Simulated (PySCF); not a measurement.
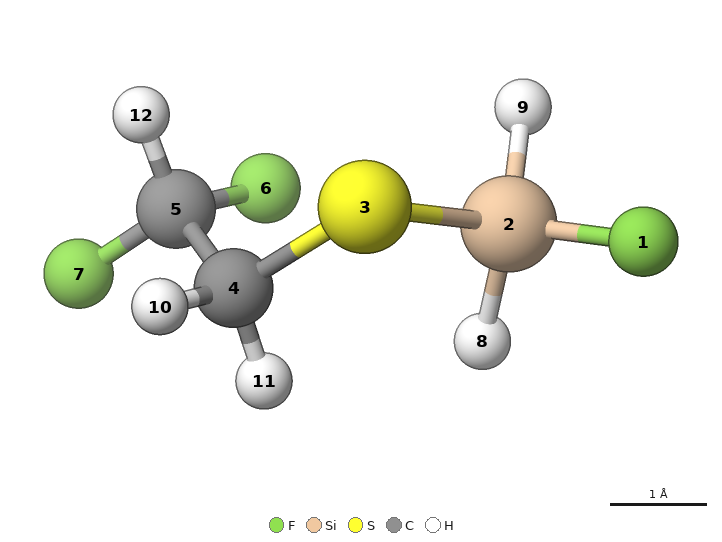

The atoms are numbered. The computed structure is the end point of a PBE0-D3(BJ)/def2-SVP optimisation. No frequency run is at hand to confirm it as a minimum.

Q: Describe the coordination of atom 4.

A: C4 has 4 neighbours (S3 at 1.82, C5 at 1.51, H10 at 1.10, H11 at 1.10 Å); the arrangement is tetrahedral.

Q: What is the geometry at S3?

A: S3 has 2 neighbours (Si2 at 2.15, C4 at 1.82 Å); the arrangement is bent.

Q: How are the neighbours of atom 5 arranged?

A: C5 has 4 neighbours (C4 at 1.51, F6 at 1.36, F7 at 1.35, H12 at 1.10 Å); the arrangement is tetrahedral.

Q: Describe the coordination of atom 2.

A: Si2 has 4 neighbours (F1 at 1.62, S3 at 2.15, H8 at 1.49, H9 at 1.48 Å); the arrangement is tetrahedral.

Q: What is the dihedral angle S3–C4–C5–F6?

A: 63° in size, that is gauche.
